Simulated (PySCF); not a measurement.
# C₄H₄BrF: magnetic properties

Aim: compute the magnetic properties of C₄H₄BrF (`F[C@H](Br)C1=CC1`).

Computed with PySCF 2.14.0 and routines of our own; the level stands in each step. Atoms count from 0.

## 1. The system as given

10 atoms, charge 0, multiplicity 1; geometry from: GFN2-xTB.

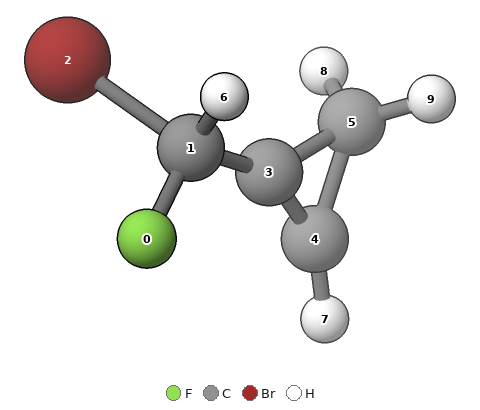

The starting geometry (fluorine green, carbon grey, bromine red, hydrogen white).

## 2. Optimising the geometry at PBE0-D3(BJ)/def2-SVP

The job: settings as JSON, then the geometry in Å.

```
{"job": {"xc": "PBE0", "basis": "def2-SVP", "d3": "d3bj", "grid": 1, "kind": "geom"}, "charge": 0, "multiplicity": 1}
F      1.979865    -1.364894     0.162265
C      1.416143    -0.156899    -0.067259
Br     2.061522     1.083125     1.367441
C     -0.033934    -0.199520    -0.044543
C     -1.163410    -0.786814     0.230874
C     -1.268290     0.614976    -0.298566
H      1.829757     0.248563    -0.998141
H     -1.701077    -1.638883     0.563649
H     -1.519374     1.420927     0.380766
H     -1.592320     0.784074    -1.319014
```

Started as:

```console
> OMP_NUM_THREADS=1 python excited_run.py task.json out
```

One launch serves the whole session: the jobs run in the order shown.

What it wrote:

```text
step   0  E = -2827.65565796  max force = 0.017472
step   1  E = -2827.65701166  max force = 0.004878
step   2  E = -2827.65724657  max force = 0.001756
step   3  E = -2827.65729160  max force = 0.001547
step   4  E = -2827.65731002  max force = 0.001265
step   5  E = -2827.65731992  max force = 0.000976
step   6  E = -2827.65732405  max force = 0.000784
step   7  E = -2827.65732455  max force = 0.000607
step   8  E = -2827.65732448  max force = 0.000507
step   9  E = -2827.65732611  max force = 0.000416
optimisation converged
```

Wall time 41 s (1 thread of Intel Xeon Platinum 8488C, shared host); peak memory 0.6 GiB.

Step by step:

```tsv
step	energy from step 0 (eV)	largest force component (eV/Å)
0	0.0000	0.8984
1	-0.0368	0.2508
2	-0.0432	0.0903
3	-0.0445	0.0795
4	-0.0450	0.0650
5	-0.0452	0.0502
6	-0.0453	0.0403
7	-0.0454	0.0312
8	-0.0453	0.0261
9	-0.0454	0.0214
```

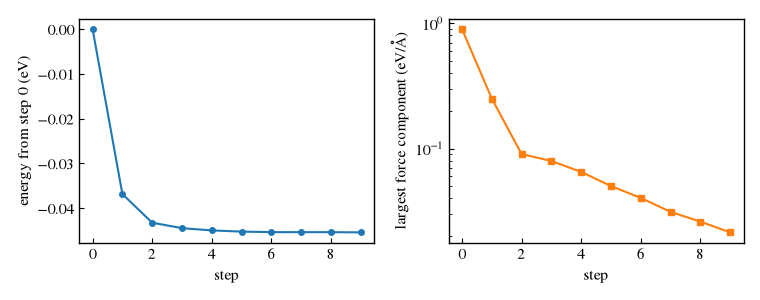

Energy and largest force along the relaxation.

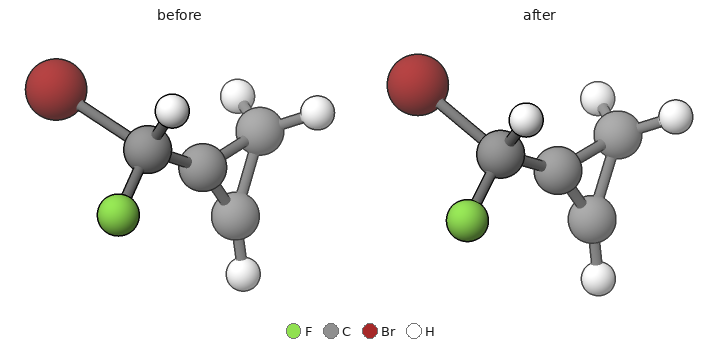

Before and after, at one scale.

Distances of close pairs at the start and the end, largest changes first:

```tsv
bond	before (Å)	after (Å)	change (Å)
C1–Br2	2.003	1.971	-0.033
C4–H7	1.061	1.086	+0.025
C5–H8	1.084	1.102	+0.018
C5–H9	1.084	1.102	+0.018
C1–C3	1.451	1.460	+0.009
F0–C1	1.353	1.345	-0.008
C3–C5	1.501	1.494	-0.006
C3–C4	1.302	1.298	-0.004
```

The next job starts from the end point, and lists it.

```tsv
at the end point	value
point group (found at 0.08 Å tolerance)	C1
rotational constants (GHz, main isotopes)	3.947, 1.494, 1.158
dipole moment (D)	1.72
```

## 3. Magnetic properties: GIAO HF/pcSseg-1

The job: settings as JSON, then the geometry in Å.

```
{"job": {"kind": "mag", "xc": "HF", "basis": "pcSseg-1", "isotopologues": 2}, "charge": 0, "multiplicity": 1}
F      1.944539    -1.355512     0.346974
C      1.426987    -0.166260    -0.008778
Br     2.020246     1.213344     1.267055
C     -0.033085    -0.185419    -0.028137
C     -1.158277    -0.787703     0.210165
C     -1.262387     0.601468    -0.347982
H      1.855542     0.154756    -0.969917
H     -1.696885    -1.655495     0.579633
H     -1.550947     1.433170     0.314340
H     -1.557799     0.752340    -1.398367
```

Method: GIAO HF/pcSseg-1 magnetisability, rotational g tensor and spin-rotation constants, non-relativistic, gas phase.

What it wrote:

```text
final grid: 91000 points
cycle   1  E = -2825.0625648915  dE =  2.254e-01  |g| = 7.822e-01  |ddm| = 2.923e+00
cycle   2  E = -2825.1591480648  dE = -9.658e-02  |g| = 4.630e-01  |ddm| = 9.341e-01
cycle   3  E = -2825.2010239832  dE = -4.188e-02  |g| = 8.998e-02  |ddm| = 4.127e-01
cycle   4  E = -2825.2032276667  dE = -2.204e-03  |g| = 3.123e-02  |ddm| = 1.162e-01
cycle   5  E = -2825.2035276891  dE = -3.000e-04  |g| = 6.880e-03  |ddm| = 6.157e-02
cycle   6  E = -2825.2035502717  dE = -2.258e-05  |g| = 2.519e-03  |ddm| = 1.477e-02
cycle   7  E = -2825.2035538158  dE = -3.544e-06  |g| = 8.490e-04  |ddm| = 6.345e-03
cycle   8  E = -2825.2035543268  dE = -5.110e-07  |g| = 2.181e-04  |ddm| = 2.810e-03
cycle   9  E = -2825.2035543600  dE = -3.325e-08  |g| = 6.927e-05  |ddm| = 6.517e-04
cycle  10  E = -2825.2035543633  dE = -3.260e-09  |g| = 2.644e-05  |ddm| = 1.739e-04
cycle  11  E = -2825.2035543637  dE = -4.538e-10  |g| = 9.239e-06  |ddm| = 6.516e-05
converged SCF energy = -2825.2035543637

Magnetisability tensor (1e-30 J/T^2)
    -1030.94       27.00      -36.65
       27.00    -1175.03     -120.80
      -36.65     -120.80    -1314.00
isotropic -1173.32   principal values   -1384.82  -1123.67  -1011.47
isotropic susceptibility -70.659 1e-6 cm^3/mol

Inertial axes            a          b          c
rot. const./GHz      3.9474     1.4941     1.1584
chi total           -68.913    -71.462    -71.602
chi diamagnetic    -374.303   -830.138  -1036.135
chi paramagnetic    305.390    758.676    964.533
quadrupole/D A        3.326     -5.695      2.368
g nuclear            0.5372     0.5270     0.5181
g electronic        -0.5663    -0.5325    -0.5249
g total             -0.0292    -0.0055    -0.0068

Spin-rotation constants (kHz, H = +C I.J)
atom  isotope        aa         bb         cc
  0    19F        1.278      0.797      0.913
  2   79Br        3.643      2.101      2.332
  6     1H       -0.341     -0.148      0.080
  7     1H       -0.154     -0.090     -0.002
  8     1H       -0.373      0.003     -0.112
  9     1H       -0.275     -0.142     -0.028
  1    13C*       1.015      0.291      0.296
  3    13C*       1.048      0.671      0.208
  4    13C*       0.823      0.573      0.298
  5    13C*       0.445      0.225      0.095
* in the singly substituted isotopologue

Isotopologues: g along a, b, c
2H    at 6,7,8,9           -0.0271    -0.0050    -0.0064
13C   at 1                 -0.0290    -0.0055    -0.0068
```

It took 12 s on 1 thread of Intel Xeon Platinum 8488C, shared host; peak memory 0.77 GiB.

Key values:

```tsv
quantity	value
magnetisability	-1173·10⁻³⁰ J/T²
molar susceptibility	-70.7·10⁻⁶ cm³/mol
rotational g (a, b, c)	-0.0292, -0.0055, -0.0068
```

The fields below are evaluated on a grid from the run's orbitals.

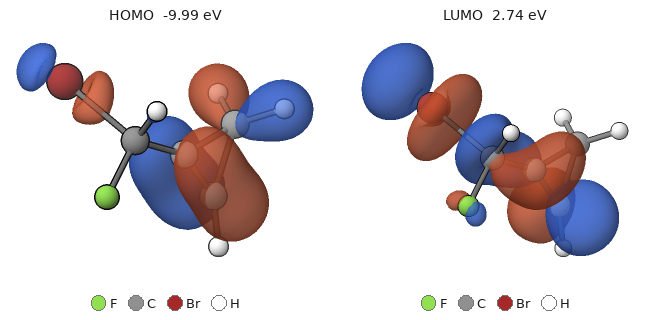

Frontier orbitals at HF/pcSseg-1; each surface holds 70 % of the orbital's density, blue and red mark the sign.

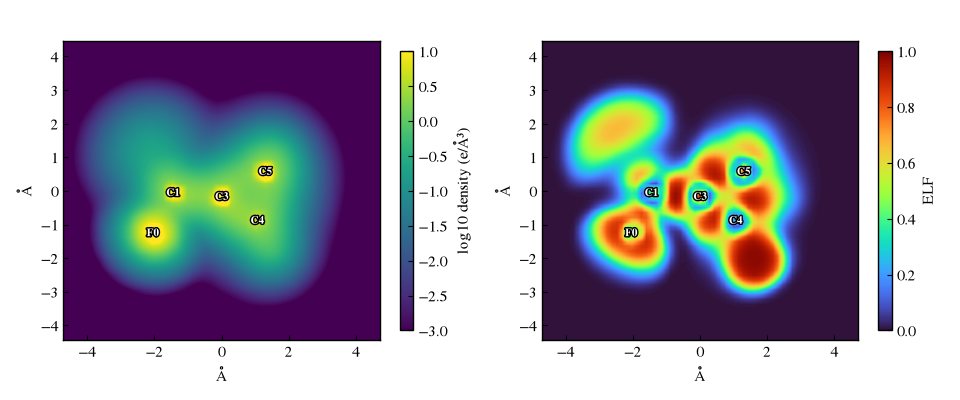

Density (left) and ELF (right) in a plane through or near 5 of the atoms.

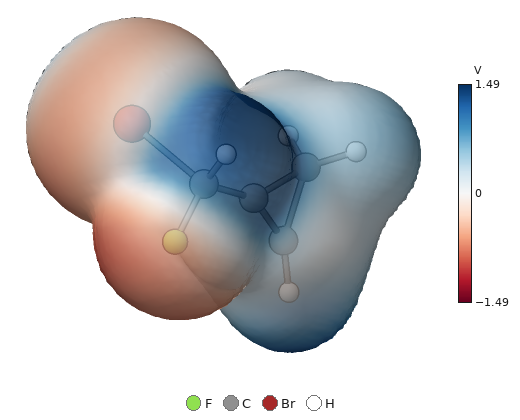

The potential that a unit positive charge feels on the 0.002 e/bohr³ surface, from the 1st to the 99th percentile, from -0.88 V near F0 to 1.49 V near H6.

## 4. Magnetic properties: GIAO KT3/ANO-RCC-VDZP, grid 1

The job, as its differences from that of step 3:

```diff
@@ -1,2 +1,2 @@
-{"job": {"kind": "mag", "xc": "HF", "basis": "pcSseg-1", "isotopologues": 2}, "charge": 0, "multiplicity": 1}
+{"job": {"kind": "mag", "xc": "KT3", "basis": "ANO-RCC-VDZP", "grid": 1}, "charge": 0, "multiplicity": 1}
 F      1.944539    -1.355512     0.346974
```

Method: GIAO KT3/ANO-RCC-VDZP magnetisability, rotational g tensor and spin-rotation constants, non-relativistic, gas phase.

ANO-RCC is contracted for a relativistic Hamiltonian, so without one its core functions misfit and properties at heavier nuclei are off.

What it wrote:

```text
final grid: 43240 points
cycle   1  E = -2820.0588289166  dE =  8.024e-01  |g| = 6.364e-01  |ddm| = 4.506e+00
cycle   2  E = -2819.8077282419  dE =  2.511e-01  |g| = 1.305e+00  |ddm| = 1.649e+00
cycle   3  E = -2820.1357847394  dE = -3.281e-01  |g| = 1.879e-01  |ddm| = 1.251e+00
cycle   4  E = -2820.1433619826  dE = -7.577e-03  |g| = 9.079e-02  |ddm| = 3.037e-01
cycle   5  E = -2820.1452457917  dE = -1.884e-03  |g| = 3.504e-02  |ddm| = 1.263e-01
cycle   6  E = -2820.1455346062  dE = -2.888e-04  |g| = 7.788e-03  |ddm| = 4.305e-02
cycle   7  E = -2820.1455497607  dE = -1.515e-05  |g| = 2.545e-03  |ddm| = 1.091e-02
cycle   8  E = -2820.1455512711  dE = -1.510e-06  |g| = 7.700e-04  |ddm| = 3.742e-03
cycle   9  E = -2820.1455514494  dE = -1.783e-07  |g| = 1.338e-04  |ddm| = 1.238e-03
cycle  10  E = -2820.1455514550  dE = -5.631e-09  |g| = 4.192e-05  |ddm| = 2.662e-04
cycle  11  E = -2820.1455514554  dE = -4.220e-10  |g| = 2.028e-05  |ddm| = 5.992e-05
converged SCF energy = -2820.1455514554

Magnetisability tensor (1e-30 J/T^2)
     -961.26       37.29      -42.09
       37.29    -1123.16     -121.08
      -42.09     -121.08    -1241.48
isotropic -1108.63   principal values   -1317.82  -1073.27   -934.81
isotropic susceptibility -66.763 1e-6 cm^3/mol

Inertial axes            a          b          c
rot. const./GHz      3.9474     1.4941     1.1584
chi total           -64.668    -68.535    -67.086
chi diamagnetic    -372.305   -828.563  -1033.579
chi paramagnetic    307.636    760.027    966.493
quadrupole/D A        3.403     -4.901      1.498
g nuclear            0.5372     0.5270     0.5181
g electronic        -0.5705    -0.5335    -0.5260
g total             -0.0333    -0.0065    -0.0079

Spin-rotation constants (kHz, H = +C I.J)
atom  isotope        aa         bb         cc
  0    19F        2.524      1.273      1.408
  2   79Br        4.599      2.986      2.971
  6     1H       -0.312     -0.138      0.094
  7     1H       -0.120     -0.095     -0.005
  8     1H       -0.369      0.015     -0.110
  9     1H       -0.265     -0.140     -0.021
  1    13C*       1.143      0.333      0.352
  3    13C*       1.049      0.594      0.233
  4    13C*       0.911      0.487      0.278
  5    13C*       0.511      0.254      0.122
* in the singly substituted isotopologue
```

Wall time 42 s (1 thread of Intel Xeon Platinum 8488C, shared host); peak memory 0.67 GiB.

Key values:

```tsv
quantity	value
magnetisability	-1109·10⁻³⁰ J/T²
molar susceptibility	-66.8·10⁻⁶ cm³/mol
rotational g (a, b, c)	-0.0333, -0.0065, -0.0079
```

## 5. Magnetic properties: GIAO CAM-B3LYP/6-31G

The job, as its differences from that of step 4:

```diff
@@ -1,2 +1,2 @@
-{"job": {"kind": "mag", "xc": "KT3", "basis": "ANO-RCC-VDZP", "grid": 1}, "charge": 0, "multiplicity": 1}
+{"job": {"kind": "mag", "xc": "CAM-B3LYP", "basis": "6-31G"}, "charge": 0, "multiplicity": 1}
 F      1.944539    -1.355512     0.346974
```

With the program's defaults for keys left out, this is: GIAO CAM-B3LYP/6-31G magnetisability, rotational g tensor and spin-rotation constants, non-relativistic, gas phase.

What it wrote:

```text
coarse grid: 43240 points
cycle   1  E = -2828.1805606752  dE =  9.019e-02  |g| = 6.372e-01  |ddm| = 3.160e+00
cycle   2  E = -2828.1422716183  dE =  3.829e-02  |g| = 8.389e-01  |ddm| = 1.659e+00
cycle   3  E = -2828.2765131110  dE = -1.342e-01  |g| = 6.326e-02  |ddm| = 8.391e-01
cycle   4  E = -2828.2771611479  dE = -6.480e-04  |g| = 3.958e-02  |ddm| = 1.068e-01
cycle   5  E = -2828.2775345421  dE = -3.734e-04  |g| = 6.691e-03  |ddm| = 4.859e-02
cycle   6  E = -2828.2775453105  dE = -1.077e-05  |g| = 2.486e-03  |ddm| = 1.160e-02
cycle   7  E = -2828.2775467321  dE = -1.422e-06  |g| = 5.030e-04  |ddm| = 3.979e-03
final grid: 91000 points
cycle   8  E = -2828.2775225800  dE = -5.189e-08  |g| = 4.592e-04  |ddm| = 1.463e-03
cycle   9  E = -2828.2775225676  dE =  1.241e-08  |g| = 5.171e-04  |ddm| = 1.226e-03
cycle  10  E = -2828.2775226363  dE = -6.874e-08  |g| = 7.438e-05  |ddm| = 6.548e-04
cycle  11  E = -2828.2775226377  dE = -1.378e-09  |g| = 1.620e-05  |ddm| = 8.990e-05
cycle  12  E = -2828.2775226378  dE = -1.264e-10  |g| = 8.615e-06  |ddm| = 4.646e-05
converged SCF energy = -2828.2775226378

Magnetisability tensor (1e-30 J/T^2)
     -990.80       27.22      -46.50
       27.22    -1137.26     -131.00
      -46.50     -131.00    -1262.05
isotropic -1130.03   principal values   -1346.52  -1079.65   -963.93
isotropic susceptibility -68.052 1e-6 cm^3/mol

Inertial axes            a          b          c
rot. const./GHz      3.9474     1.4941     1.1584
chi total           -66.985    -69.207    -67.964
chi diamagnetic    -372.950   -829.239  -1035.016
chi paramagnetic    305.965    760.031    967.052
quadrupole/D A        2.938     -5.314      2.377
g nuclear            0.5372     0.5270     0.5181
g electronic        -0.5674    -0.5335    -0.5263
g total             -0.0302    -0.0065    -0.0082

Spin-rotation constants (kHz, H = +C I.J)
atom  isotope        aa         bb         cc
  0    19F        1.842      1.097      1.151
  2   79Br        4.243      2.485      2.717
  6     1H       -0.362     -0.154      0.077
  7     1H       -0.157     -0.110     -0.016
  8     1H       -0.405      0.000     -0.119
  9     1H       -0.305     -0.150     -0.033
  1    13C*       1.015      0.283      0.311
  3    13C*       0.985      0.589      0.207
  4    13C*       0.835      0.491      0.265
  5    13C*       0.388      0.222      0.090
* in the singly substituted isotopologue
```

It took 13 s on 1 thread of Intel Xeon Platinum 8488C, shared host; peak memory 0.65 GiB.

Key values:

```tsv
quantity	value
magnetisability	-1130·10⁻³⁰ J/T²
molar susceptibility	-68.1·10⁻⁶ cm³/mol
rotational g (a, b, c)	-0.0302, -0.0065, -0.0082
```

## 6. The levels compared

```tsv
level	ξ (10⁻³⁰ J/T²)	g(a)	g(b)	gap (eV)	functions	time
GIAO HF/pcSseg-1	-1173	-0.0292	-0.0055	12.73	146	12 s
GIAO KT3/ANO-RCC-VDZP, grid 1	-1109	-0.0333	-0.0065	4.21	117	42 s
GIAO CAM-B3LYP/6-31G	-1130	-0.0302	-0.0065	8.78	80	13 s
```

## 7. Results

| quantity | value |
| --- | --- |
| point group | C1 |
| rotational constants (main isotopes) | 3.95, 1.49, 1.16 GHz |
| magnetisability (step 3, GIAO HF/pcSseg-1) | -1173·10⁻³⁰ J/T² |
| molar susceptibility (step 3, GIAO HF/pcSseg-1) | -70.7·10⁻⁶ cm³/mol |
| rotational g (a, b, c) (step 3, GIAO HF/pcSseg-1) | -0.0292, -0.0055, -0.0068 |
| surface potential, 1st and 99th percentile | -0.88 V and 1.49 V |
| magnetisability over the levels | -1173 to -1109·10⁻³⁰ J/T² |

What this shows: Relaxing lowered the energy by 0.045 eV in 9 steps; the close pair that moved most is C1–Br2, from 2.003 to 1.971 Å. Steps that list no spin-orbit terms leave them out, which matters at and beside the heavy atoms. The magnetisability spreads by 5.7 % over 3 levels, from GIAO HF/pcSseg-1 (12 s) to GIAO KT3/ANO-RCC-VDZP, grid 1 (42 s); the runs took 12 s to 42 s. Vibrational averaging and real surroundings are missing from these values.
